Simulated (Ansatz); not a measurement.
# Static equation of state of random rock-salt alloy of NbC and TiC (64 atoms)

The cell holds 64 atoms: 24 Nb, 32 C and 8 Ti. Its edges and angles: a = 8.786 Å, b = 8.780 Å, c = 8.790 Å, α = 90.0°, β = 89.9°, γ = 90.0°. It derives from NbC (rock-salt) and TiC, repeated 2×2×2. The starting structure: Rock-salt NbC, 2 x 2 x 2 conventional cells, 8 of 32 Nb sites given to Ti at random (x = 0.250), lattice by Vegard's rule (a = 4.434 Å); not relaxed, displaced by a Gaussian of 0.02 Å.

Calculated with Ansatz 0.2.0: Kohn-Sham DFT, LDA, PAW (set soft_1), plane waves; cutoff 420 eV, k-mesh 2×2×2, fermi-dirac smearing of 0.025 eV. Cell and atoms were relaxed first, to V0 = 10.594 Å³ an atom at a residual P0 = -0.016 GPa. The cell was then scaled evenly, and the atoms were relaxed at each volume.

| volume (Å³/atom) | pressure (GPa) |
| --- | --- |
| 9.5350 | 41.48 |
| 9.9587 | ? |
| 10.277 | 10.25 |
| 10.912 | -8.852 |
| 11.230 | -16.35 |

Task: Fit the third-order Birch–Murnaghan equation to the rows given and interpolate to the withheld row.

**Working.**

Take the Eulerian strain f = ½[(V0/V)^(2/3) − 1] and the normalised pressure F = (P − P0) / [3f(1 + 2f)^(5/2)]. The third-order Birch–Murnaghan equation is then the line F = B0 + (3/2)B0(B′ − 4) f, so u = f and v = F.

| u = f | v = F (GPa) |
| --- | --- |
| 0.0363830 | 318.929 |
| 0.0102570 | 317.239 |
| -0.00975671 | 317.130 |
| -0.0190506 | 315.010 |

With n = 4: mean u = 0.00445817, mean v = 317.077, Σ(u − ū)² = 0.0018075, Σ(u − ū)(v − v̄) = 0.10792. Slope b = 0.10792 / 0.0018075 = 59.704; intercept a = v̄ − b ū = 316.81.

So B0 = a = 317 GPa and B′ = 4 + 2b/(3a) = 4.13. At the withheld volume f = 0.02106, F = a + b f = 318.1 GPa, and P = P0 + 3f(1 + 2f)^(5/2) F.

Prediction at 9.9587: 22.26 GPa. The run gave 22.23 GPa, so the fit is high by 0.031 GPa (0.14 % of the value).

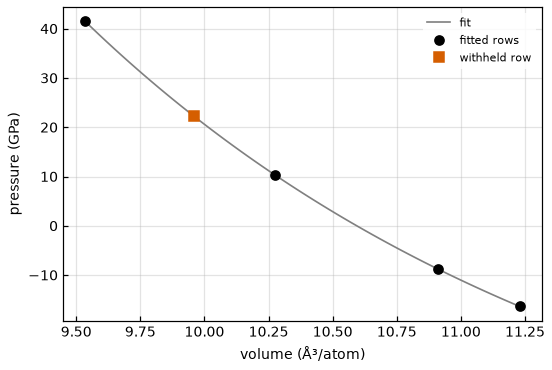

The fit, the rows that it rests on and the withheld row.

B′ = 4.1 lies in the range of 3 to 6 that is common for dense crystals. Among the rows given, the largest miss of the fit is at 11.230, by 0.034 GPa (0.060 % of the range of the table).

Limits: Static cells at zero temperature; the cell shape is held. The program notes that the SCF threshold of these relaxations is loose for the stress.

[Hosts, paths, dates, database ids (printed as entryN), source tags and the programs' standing remarks are cut or masked in the printed files.]
